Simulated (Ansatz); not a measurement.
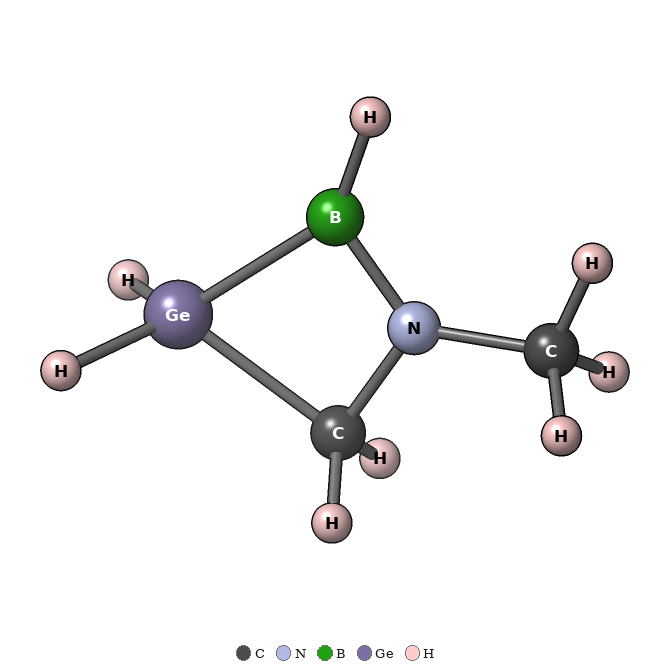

Computed geometry: PBE0-D4/def2-TZVP optimisation. No frequency run is at hand to confirm it as a minimum. Program: Ansatz 0.2.0.

Tabulate HOMO energy (eV), dipole (D), HOMO–LUMO gap (eV) at these levels: B3LYP-D4/def2-TZVPP; PBE-D4/def2-TZVPP; r2SCAN-D4/def2-TZVPP; ωB97M-V/def2-TZVPP.

```
               level  HOMO energy (eV)  dipole (D)  HOMO–LUMO gap (eV)
 B3LYP-D4/def2-TZVPP             −6.98        1.88                6.42
   PBE-D4/def2-TZVPP             −6.03        2.05                4.77
r2SCAN-D4/def2-TZVPP             −6.28        1.99                5.27
  ωB97M-V/def2-TZVPP             −9.31        1.82               10.80
```
